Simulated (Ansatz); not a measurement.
**SiC: 1 layer**

Take SiC in the wurtzite structure (space group P6_3mc, No. 186; a = 3.075 Å, c = 5.048 Å) as the base. Axes: x lies along a and z along c of the hexagonal cell.

The change: a free-standing slab of 1 layer (4 atoms, 4 a layer) is cut normal to the y axis, with 15 Å of vacuum and the in-plane cell held at bulk.

Method: r2SCAN (Ansatz, a program for electronic structure; PAW; 500 eV plane waves; no SOC). Γ-centred 11×7×1 mesh, Fermi–Dirac width 0.05 eV, for the changed cell.

- Layer's space group (with vacuum) = Pmn2_1 (No. 31)
- Shortest interatomic distance = 1.724 Å (base 1.883 Å)
- Band gap = 2.98 eV (base 2.65 eV)
- Gap character = indirect, Γ–X (62 % along) → U
- Smallest direct gap = 3.23 eV (base 4.48 eV)
- Thickness between the outermost nuclei = 0.30 Å

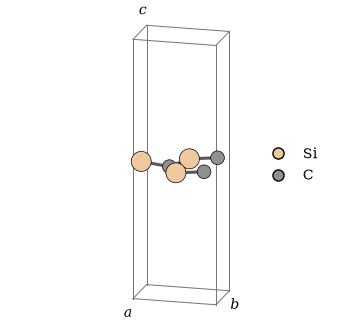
*The relaxed cell after the change*

No phonon test of stability was made. k-point labels follow each cell's own Brillouin zone.
